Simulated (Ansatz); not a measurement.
The calculation's input:

```
crystal:
  periodic: [false, false, false]
  atoms:
    - { symbol: Ge, position_ang: [0.462384, 0.190792, -0.449164] }
    - { symbol: O, position_ang: [-0.661832, 0.282829, 2.298722] }
    - { symbol: H, position_ang: [-1.043074, 0.345617, 3.161099] }
    - { symbol: Cl, position_ang: [1.84789, 0.336947, -2.130495] }
    - { symbol: H, position_ang: [-0.733539, 1.064781, -0.797549] }
    - { symbol: H, position_ang: [0.11442, -1.282619, -0.304117] }
    - { symbol: H, position_ang: [1.228147, 0.727799, 0.776061] }
    - { symbol: H, position_ang: [0.232105, 0.650154, 2.360644] }
basis:
  gaussian: { orbitals: def2-SVP }
hamiltonian:
  xc: hf
relax:
  f_tol: 0.03
  max_steps: 50
output:
  orbitals: {}
```

Run with:

```sh
ansatz run input.yaml --threads 1 --pin off --max-ram 2048MiB --backend cpu --events-out ev --progress --plain --runs-dir out
```

The fields are those of the relaxed geometry.

Level of theory: RHF/def2-SVP (Ansatz 0.2.0).

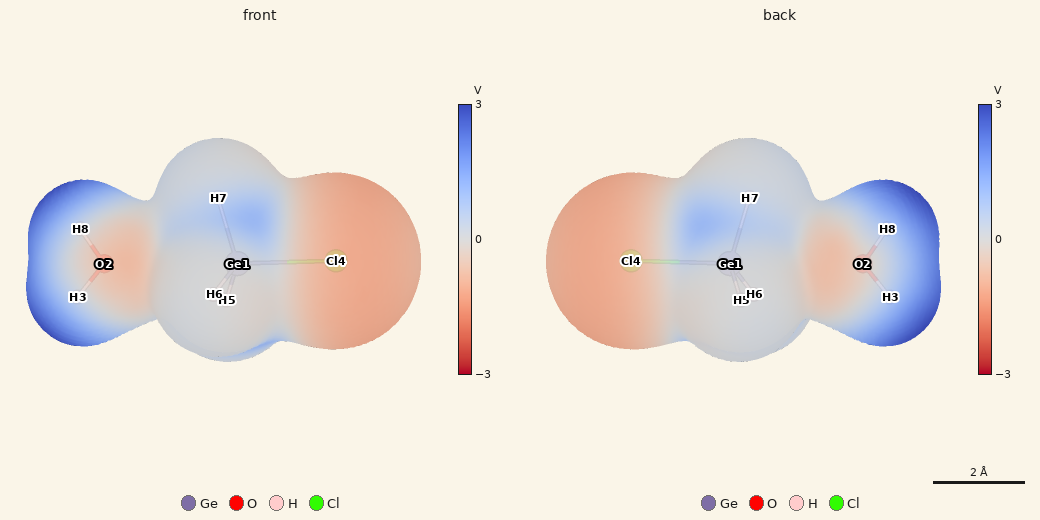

ClGeH3···H2O. The molecular electrostatic potential painted on the density surface at 0.002 e/bohr³, seen from the front and from behind; the colour scale runs from red (negative) to blue (positive).

### Describe the electrostatic potential map.

The most negative region (about −1.2 V, or −28 kcal/mol for a unit charge) lies over Cl4, the most positive (about +2.9 V, or +67 kcal/mol for a unit charge) over H3 and H8.
